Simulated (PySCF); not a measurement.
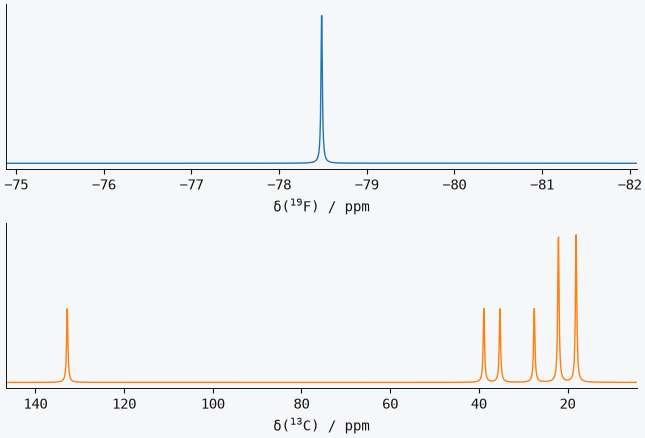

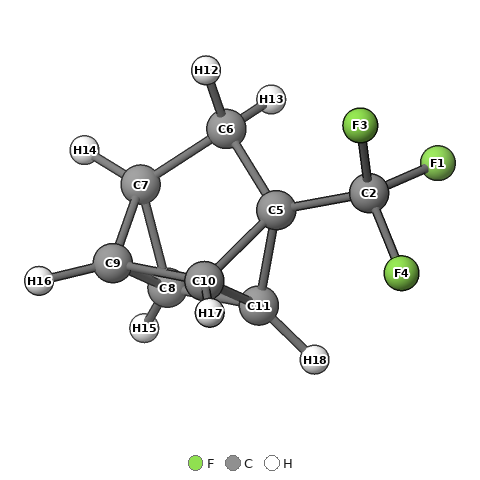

Spectrum and numbered structure of C₈H₇F₃, SMILES FC(F)(F)[C@]12C[C@H]3[C@@H]4[C@H]3[C@H]1[C@@H]42. GIAO shifts, PBE0/pcSseg-1 (IEF-PCM water) in PySCF, at a PBE0-D3(BJ)/def2-SVP geometry (no frequency check), against CFCl₃ for ¹⁹F and TMS for ¹³C computed at the same level (¹⁹F: this reference is a hard case for the method, so all values can be off together by tens of ppm, and differences between signals are safer). fully decoupled, line heights follow the number of nuclei, widths are arbitrary (no quadrupolar broadening); values of one conformer, averaged over methyl-type rotors and exact or near symmetry.

Where does the ¹⁹F line lie?

At −78.5 ppm (F1, F3 and F4).

Assign the ¹³C signals to the numbered atoms.

| δ (ppm) | nuclei | atoms |
| --- | --- | --- |
| 132.8 | 1 | C2 |
| 38.9 | 1 | C5 |
| 35.2 | 1 | C6 |
| 27.5 | 1 | C7 |
| 22.1 | 2 | C10, C11 |
| 18.1 | 2 | C8, C9 |
